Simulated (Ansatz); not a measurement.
# Calculations on C3H12OSi2

### Relaxation

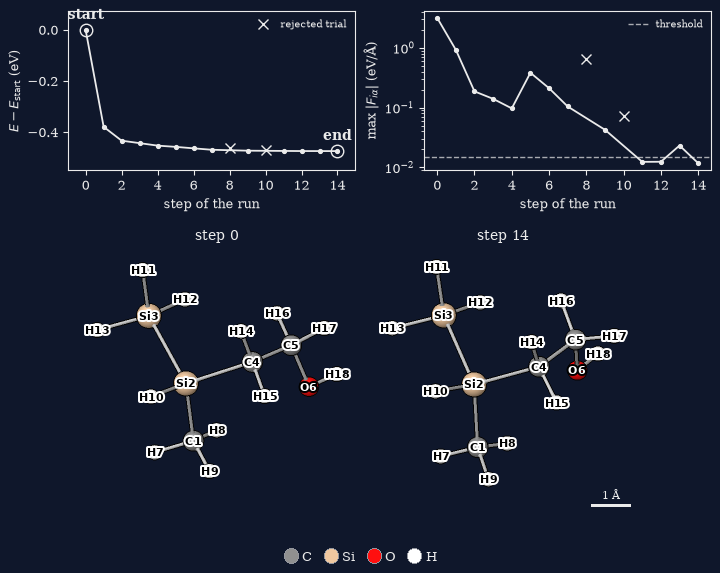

First and last geometry of a relaxation of C$_{3}$H$_{12}$OSi$_{2}$, with the history of the run. Style: ball-and-stick. Shown at a tilt.

The run prepares an end point of a later path (torsion) calculation, from a guessed geometry.

Computed with Ansatz 0.2.0, RKS PBE0/6-31G.

Input file:
```yaml
crystal:
  periodic: [false, false, false]
  atoms:
    - { symbol: C, position_ang: [-1.2096, -1.4548, -0.8918] }
    - { symbol: Si, position_ang: [-0.7676, -0.522, 0.6412] }
    - { symbol: Si, position_ang: [-1.6904, 1.6143, 0.5924] }
    - { symbol: C, position_ang: [1.1734, -0.4109, 0.8561] }
    - { symbol: C, position_ang: [1.8878, 0.3345, -0.2168] }
    - { symbol: O, position_ang: [1.8689, -0.3645, -1.4227] }
    - { symbol: H, position_ang: [-2.3186, -1.5153, -0.9647] }
    - { symbol: H, position_ang: [-0.8834, -0.8633, -1.8071] }
    - { symbol: H, position_ang: [-0.821, -2.3977, -0.8874] }
    - { symbol: H, position_ang: [-1.3213, -1.2489, 1.8365] }
    - { symbol: H, position_ang: [-1.3177, 2.3272, 1.884] }
    - { symbol: H, position_ang: [-1.0673, 2.3859, -0.5172] }
    - { symbol: H, position_ang: [-3.1859, 1.5876, 0.451] }
    - { symbol: H, position_ang: [1.2697, 0.0491, 1.8532] }
    - { symbol: H, position_ang: [1.4724, -1.4665, 0.9127] }
    - { symbol: H, position_ang: [1.4954, 1.3802, -0.3568] }
    - { symbol: H, position_ang: [2.9412, 0.4641, 0.1181] }
    - { symbol: H, position_ang: [2.4365, 0.112, -2.0287] }
basis:
  gaussian: { orbitals: "6-31G" }
hamiltonian:
  xc: pbe0
relax:
  f_tol: 0.015
  max_steps: 40
```

Launched with:
```bash
ansatz run input.yaml --threads 1 --pin off --max-ram 2048MiB --backend cpu --events-out ev --progress --plain --runs-dir out
```

Q: Read the history and describe the run.

A: It converged. The atom that moves furthest after the best rigid fit is H18 (0.95 Å). Largest moves by element: H 0.95 Å, O 0.70 Å, Si 0.27 Å, C 0.21 Å. Some distances before and after: C1–H9 1.020 → 1.095 Å, C1–Si2 1.848 → 1.910 Å, C5–O6 1.394 → 1.450 Å, C1–H8 1.138 → 1.093 Å. Among the angles between lasting bonds that change: Si2–C4–H14 102.1° → 109.1°, Si2–C4–H15 102.8° → 107.6°, H7–C1–H8 105.1° → 109.7°. The energy falls by 0.473 eV in 12 accepted moves (14 points after the start). The largest force component goes from 3.2 to 0.012 eV/Å. The line search rejected the trial steps at points 8, 10 of the run. The forces were under the threshold at step 11, but the run went on from there. The run took of the order of 2.8 core-minutes on a shared host.

| step | E − E(0), eV | largest force component, eV/Å | note |
| --- | --- | --- | --- |
| 0 | 0.0000 | 3.1725 |  |
| 1 | -0.3784 | 0.9268 |  |
| 2 | -0.4326 | 0.1870 |  |
| 3 | -0.4422 | 0.1403 |  |
| 4 | -0.4519 | 0.0972 |  |
| 5 | -0.4567 | 0.3832 |  |
| 6 | -0.4625 | 0.2114 |  |
| 7 | -0.4680 | 0.1045 |  |
| 8 | -0.4622 | 0.6565 | rejected |
| 9 | -0.4717 | 0.0426 |  |
| 10 | -0.4706 | 0.0713 | rejected |
| 11 | -0.4727 | 0.0124 |  |
| 12 | -0.4731 | 0.0124 |  |
| 13 | -0.4732 | 0.0232 |  |
| 14 | -0.4733 | 0.0118 |  |

### Relaxation

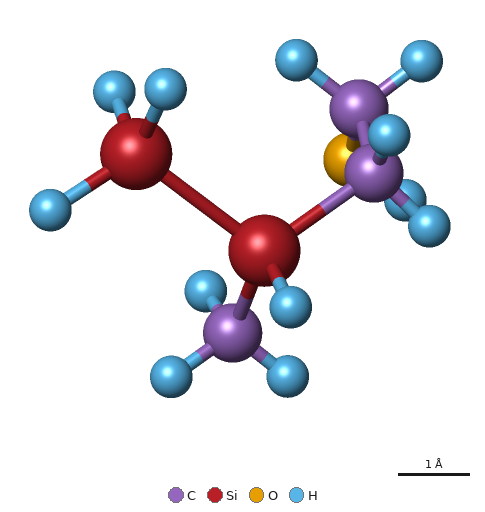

Starting structure of C₃H₁₂OSi₂. A ball-and-stick model, seen at a tilt.

The run prepares an end point of a later path (torsion) calculation, from a guessed geometry.

All numbers below come from RKS PBE0/6-31G (Ansatz).

The input:
```yaml
crystal:
  periodic: [false, false, false]
  atoms:
    - { symbol: C, position_ang: [-1.2096, -1.4548, -0.8918] }
    - { symbol: Si, position_ang: [-0.7676, -0.522, 0.6412] }
    - { symbol: Si, position_ang: [-1.6904, 1.6143, 0.5924] }
    - { symbol: C, position_ang: [1.1734, -0.4109, 0.8561] }
    - { symbol: C, position_ang: [1.8878, 0.3345, -0.2168] }
    - { symbol: O, position_ang: [1.8689, -0.3645, -1.4227] }
    - { symbol: H, position_ang: [-2.3186, -1.5153, -0.9647] }
    - { symbol: H, position_ang: [-0.8834, -0.8633, -1.8071] }
    - { symbol: H, position_ang: [-0.821, -2.3977, -0.8874] }
    - { symbol: H, position_ang: [-1.3213, -1.2489, 1.8365] }
    - { symbol: H, position_ang: [-1.3177, 2.3272, 1.884] }
    - { symbol: H, position_ang: [-1.0673, 2.3859, -0.5172] }
    - { symbol: H, position_ang: [-3.1859, 1.5876, 0.451] }
    - { symbol: H, position_ang: [1.2697, 0.0491, 1.8532] }
    - { symbol: H, position_ang: [1.4724, -1.4665, 0.9127] }
    - { symbol: H, position_ang: [1.4954, 1.3802, -0.3568] }
    - { symbol: H, position_ang: [2.9412, 0.4641, 0.1181] }
    - { symbol: H, position_ang: [2.1996, -1.24391, -1.23903] }
basis:
  gaussian: { orbitals: "6-31G" }
hamiltonian:
  xc: pbe0
relax:
  f_tol: 0.015
  max_steps: 40
```

Launched with:
```bash
ansatz run input.yaml --threads 1 --pin off --max-ram 2048MiB --backend cpu --events-out ev --progress --plain --runs-dir out
```

### Where does the relaxation end?

The atom that moves furthest after the best rigid fit is H18 (0.73 Å). By element the largest moves are H 0.73 Å, O 0.58 Å, C 0.20 Å, Si 0.17 Å. Some distances before and after: C1–H9 1.020 → 1.096 Å, C1–Si2 1.848 → 1.914 Å, C5–O6 1.394 → 1.451 Å, C1–H8 1.138 → 1.093 Å. Among the angles between lasting bonds that change: O6–C5–H16 110.7° → 104.3°, Si2–C4–H14 102.1° → 108.4°, Si2–C4–H15 102.8° → 107.9°. After 12 geometry steps the energy has fallen by 11.0 kcal/mol. The largest force component goes from 3.2 to 0.0053 eV/Å. The run took of the order of 2.8 core-minutes on a shared host.

The structure at the end:

```xyz
18

C    -1.2390   -1.5970   -0.8707
Si   -0.7440   -0.5368    0.6437
Si   -1.5854    1.6629    0.4640
C     1.1637   -0.5144    0.9446
C     1.9195    0.3830   -0.0273
O     1.5640    0.1270   -1.4105
H    -2.3279   -1.6753   -0.9487
H    -0.8499   -1.1373   -1.7832
H    -0.8301   -2.6096   -0.7789
H    -1.3636   -1.1579    1.8781
H    -1.2357    2.4739    1.6868
H    -1.0332    2.3807   -0.7369
H    -3.0876    1.6482    0.3466
H     1.3477   -0.1866    1.9763
H     1.5297   -1.5499    0.8775
H     1.6574    1.4322    0.1296
H     3.0069    0.2881    0.1107
H     1.8333   -0.7762   -1.6601
```

The end point in the same view:

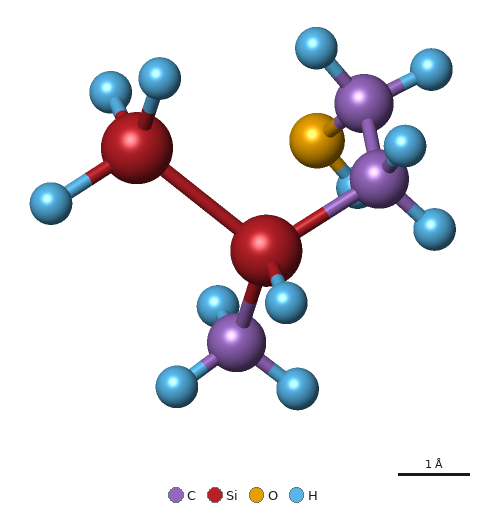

### Path

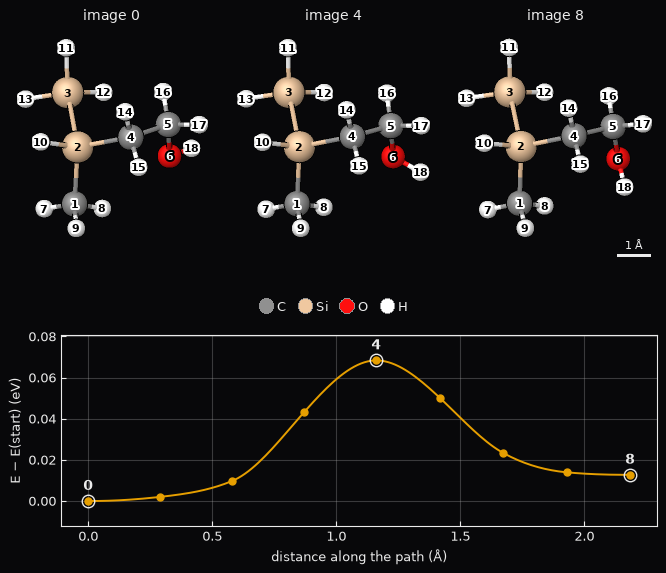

NEB run on C3H12OSi2. Images are numbered from 0 (start) to 8 (end). A ball-and-stick model, seen at a tilt.

Method: RKS PBE0/6-31G (Ansatz). Set-up: 7 movable images; climbing image; force threshold 0.03 eV/Å; iteration limit 16; starting path by image-dependent pair potential.

**Read off the barrier and say what moves.**

The motion is a rotation about the C5–O6 bond by about 120°. No bond forms or breaks between the ends. Bond angles that change up to the highest image, for instance: O6–C5–H16 110.5° → 107.5°, C4–C5–O6 107.0° → 109.8°. The highest point, image 4, lies 0.068 eV above the start and 0.056 eV above the end; the end is at +0.013 eV relative to the start. The band converged in 7 iterations, with a climbing image at the top. At the top, the vibrational analysis gives one imaginary mode (316i cm⁻¹), as a transition state must have.

The run took about 9 core-minutes on a shared host.
